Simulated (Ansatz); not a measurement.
## Electronic structure of C2H10Si2 in real space

```tsv
atom	x (Å)	y (Å)	z (Å)
C	-2.1895	-0.5204	-0.1317
C	0.4581	0.8464	-1.0952
Si	-0.8619	-0.4628	-1.4758
Si	1.4085	0.5981	0.5215
H	-2.6848	0.4662	-0.0236
H	-1.7542	-0.7931	0.8510
H	-2.9688	-1.2686	-0.3808
H	-0.1932	-1.8096	-1.5921
H	-1.5021	-0.1535	-2.8066
H	-0.0241	1.8481	-1.0748
H	1.1898	0.8622	-1.9320
H	2.0700	-0.7547	0.5393
H	2.4732	1.6493	0.6969
H	0.4773	0.6779	1.7029
```

Geometry: PBE-D3(BJ)/def2-SVP.

Method: isolated molecule in a Gaussian basis; Kohn-Sham density functional theory, functional PBE0 (Ansatz 0.2.0).

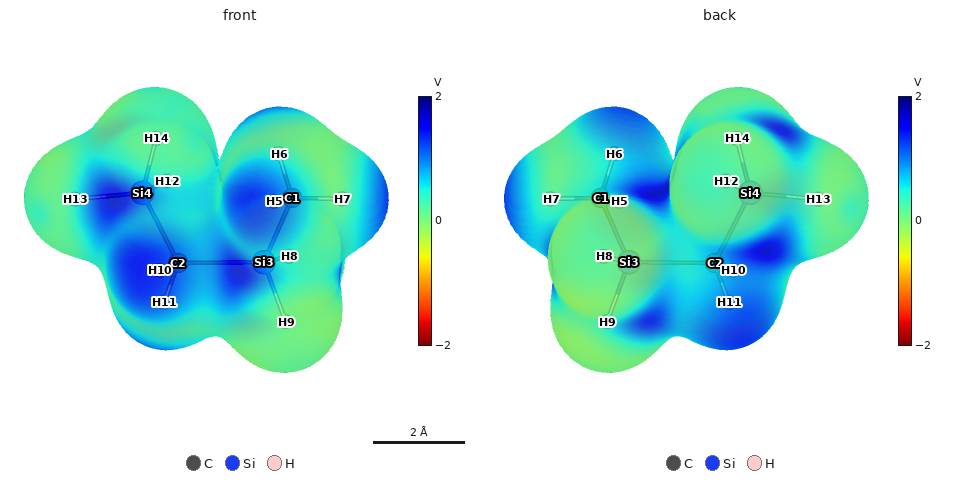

Figure 1. The electrostatic potential painted on the density surface at 0.004 e/bohr³, seen from the front and from behind; the colour scale runs from red (negative) to blue (positive).

Q: Which sites attract a positive test charge, and which a negative one?

A: A positive charge is drawn to the negative regions and a negative charge to the positive ones. The most negative region (about −0.1 V) lies over H8 and H9, the most positive (about +1.7 V) over Si3 and Si4.

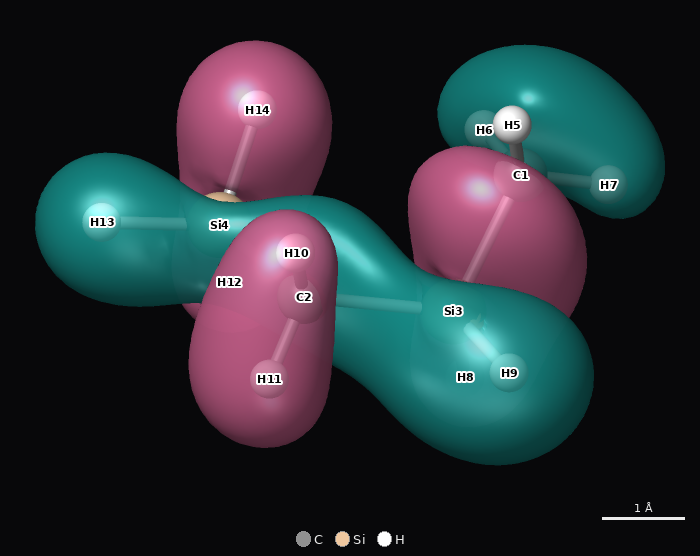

Figure 2. The HOMO−1 at ±0.06 Å⁻³ᐟ² (teal and pink are the two phases), seen at an oblique angle.

Q: Where does this orbital lie, and at what energy?

A: By Hirshfeld shares it lies mainly on C1 (about 20 %), Si3 (about 20 %), C2 (about 15 %), H9 (about 10 %) and Si4 (about 10 %). Its energy is −8.81 eV.

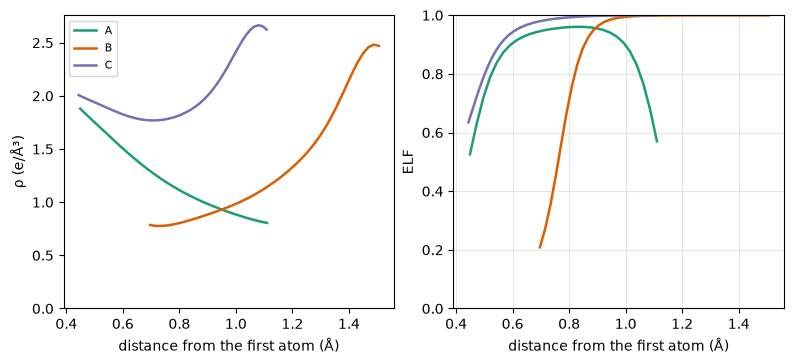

Figure 3. Total electron density and ELF along straight lines between neighbouring atoms. The curves leave out the atomic cores.

Q: Which curve belongs to which contact (C–H, C–Si and Si–H)? The first atom named is at distance zero.

A: Curve A: C–Si (1.89 Å): ρ is about 0.94 e/Å³ halfway; the ELF peaks at about 0.95 between the atoms (localised, covalent bonding). Curve B: Si–H (1.51 Å): ρ at the midpoint is about 0.78 e/Å³; the ELF climbs to about 1 towards the hydrogen, as it does in any bond to H. Curve C: C–H (1.11 Å): ρ at the midpoint is about 1.9 e/Å³; the ELF climbs to about 1 towards the hydrogen; a covalent bond by its length.
